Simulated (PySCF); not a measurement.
# [VO2]-: singlet, from a bent start

Where does singlet [VO2]- go from a bent start, is the end point a minimum, and what are its modes, charges and moments?

Method: PBE0, basis V def2-TZVPD, O def2-TZVPD, no relativity, density fitting; program: PySCF 2.14.0.

## 1. The system as given

3 atoms, charge -1, spin multiplicity 1.

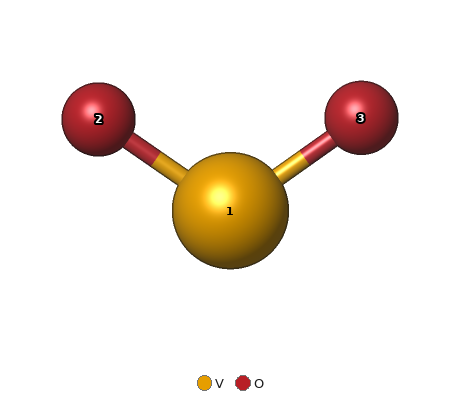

Start geometry, drawn with vanadium amber, oxygen red; atoms are numbered from 1 in the order of the file.

```xyz
3
charge -1 multiplicity 1
V     0.0000    0.0000    0.0000
O     1.3844    0.0000    0.9693
O    -1.3844    0.0000    0.9693
```

## 2. The SCF at the typed geometry

The steps below are one call of a driver around PySCF. For each, scf.py gives the equivalent set-up of the SCF; relaxations use the driver's own optimiser. After this first run the driver tries any further starts and a stability analysis.

The input, scf.py:

```python
from pyscf import gto, scf, dft
mol = gto.M(atom='''
V      0.000000     0.000000     0.000000
O      1.384400     0.000000     0.969300
O     -1.384400     0.000000     0.969300''',
    basis={'V': 'def2-TZVPD', 'O': 'def2-TZVPD'},
    charge=-1, spin=0)
mf = dft.RKS(mol, xc='PBE0')
mf.grids.atom_grid = (50, 194)
aux = {'V': 'def2-universal-JKFIT', 'O': 'def2-universal-JKFIT'}
mf = mf.density_fit(auxbasis=aux)
mf.conv_tol = 1e-08
mf.diis_space = 10
mf.max_cycle = 60
mf.init_guess = 'minao'
mf.verbose = 4
mf.kernel()
```

On the command line:

```bash
$ OMP_NUM_THREADS=2 python axn.py task.json out
```

The runs that follow: Relaxation: bent start, singlet; Is it a minimum? Harmonic modes; A spin-polarised start; Hessian and properties.

**Question.** What will these runs give? Wanted: minimum; geometry; wavenumbers; dipole moment; highest occupied, lowest empty level; polar-tensor charge of V1; zero-point energy; ⟨S²⟩.

The runs gave:

| quantity | value |
| --- | --- |
| minimum | broken-symmetry (Ms = 0), C2v |
| geometry | V–O 1.626 Å (×2); O–V–O 115.9° |
| wavenumbers (cm⁻¹) | 297, 963, 968 |
| dipole moment (centre of mass) | 1.97 D |
| highest occupied, lowest empty level (either spin) | -0.28, 2.56 eV |
| polar-tensor charge of V1 | +0.94 e |
| zero-point energy | 13.3 kJ/mol |
| entropy at 298.15 K | 259.8 J/(mol K) |
| ⟨S²⟩ | 0.955 |

In words: The bent start keeps its C2v symmetry and ends in a minimum. The determinant is spin-contaminated (⟨S²⟩ = 0.96 against 0.00), so it is no pure spin state. In the infrared the band at 963 cm⁻¹ (stretch) leads. Other starts or spin states, not run here, may lie lower. The SCF density has lower symmetry than the nuclear frame.
